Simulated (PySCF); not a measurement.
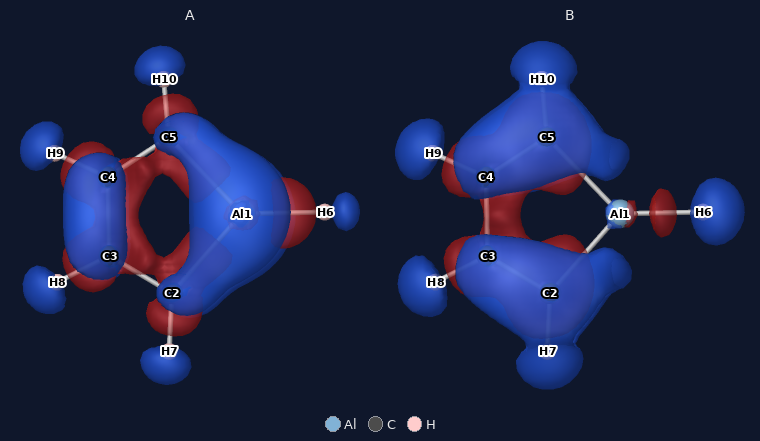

Figure. C4H5Al, SMILES `[AlH]1C=CC=C1`. The two Fukui functions at ±0.015 e/Å³ (blue positive, red negative).

Level of theory: LDA (SVWN)/6-311G** (PySCF), at a geometry from GFN2-xTB. This is a single-reference result, which may miss multireference character in this system. No frequency check shows the geometry to be a minimum.

Input

```python
import numpy as np
from pyscf import gto, scf, dft
from pyscf.scf import atom_ks, atom_hf
from scipy.linalg import block_diag

def solve(mol, dm0=None, hcore=None):
    mf = (dft.UKS if mol.spin else dft.RKS)(mol, xc='svwn')
    mf.grids.level = 3
    mf = mf.density_fit(auxbasis='def2-universal-jkfit')
    mf.conv_tol, mf.max_cycle = 1e-8, 80
    if hcore is not None:
        mf.get_hcore = lambda *args: hcore
    mf.kernel(dm0)
    if not mf.converged:
        mf = mf.newton().run(mf.mo_coeff, mf.mo_occ, max_cycle=30)
    assert mf.converged, 'SCF not converged'
    return mf

mol = gto.M(atom='''
Al    -1.28306     0.00008     0.00000
C      0.04796     1.44830     0.00000
C      1.19506     0.73188     0.00000
C      1.19466    -0.73238     0.00000
C      0.04715    -1.44817     0.00000
H     -2.82490     0.00211     0.00000
H      0.12165     2.53048     0.00000
H      2.17720     1.19803     0.00000
H      2.17654    -1.19908     0.00000
H      0.12024    -2.53038     0.00000
''', basis='6-311g**', charge=0, spin=0, verbose=4)
mf = solve(mol)
out = dict(e0=mf.e_tot, dm0=mf.make_rdm1(), c=mf.mo_coeff, occ=mf.mo_occ, eps=mf.mo_energy)
for name, dq, spin in [('cation', 1, 1), ('anion', -1, 1)]:
    ion = mol.copy().set(charge=mol.charge + dq, spin=spin).build()
    mi = solve(ion)
    if spin and dq > 0 and mol.nao < 130:
        c, _, stable, _ = mi.stability(return_status=True)
        if not stable:
            mi = solve(ion, mi.make_rdm1(c, mi.mo_occ))
    print(name, 'vertical energy change / eV', (mi.e_tot - mf.e_tot) * 27.211386)
    out.update({'e_' + name: mi.e_tot, 'dm_' + name: mi.make_rdm1(), 's2_' + name: mi.spin_square()[0], 'eps_' + name: mi.mo_energy, 'occ_' + name: mi.mo_occ})
# spherically averaged free atoms, for the promolecule
atm = atom_ks.get_atm_nrks(mol, xc='svwn')
pro = block_diag(*[(atm[a[0]][2] * atm[a[0]][3]) @ atm[a[0]][2].T for a in mol._atom])
np.savez('result.npz', pro=pro, **out)
```

Launched as:

```sh
OMP_NUM_THREADS=1 python input.py
```

The run took 5.2 min on 1 thread of Arm Neoverse N1 (shared host), peak memory 0.3 GiB.

Partitions, critical points and surface values were worked out afterwards from this run's density.

Question: Which panel is f⁻ (electron removed) and which f⁺ (electron added)?

Answer: A is f⁺, B is f⁻. f⁻ (Hirshfeld-condensed) is largest on C2 and C5 (0.17 each), Al1 (0.14) and C3 and C4 (0.11 each); the vertical ionisation energy is 8.87 eV. f⁺ (Hirshfeld-condensed) is largest on Al1 (0.42); the vertical electron affinity is 0.76 eV (the stability of the anion's solution wasn't checked; the anion's highest orbital has positive energy, so this value and f⁺ depend on the basis).

Question: What chemical potential and hardness follow from the two energies?

Answer: μ = −(I + A)/2 = −4.81 eV and η = I − A = 8.12 eV.
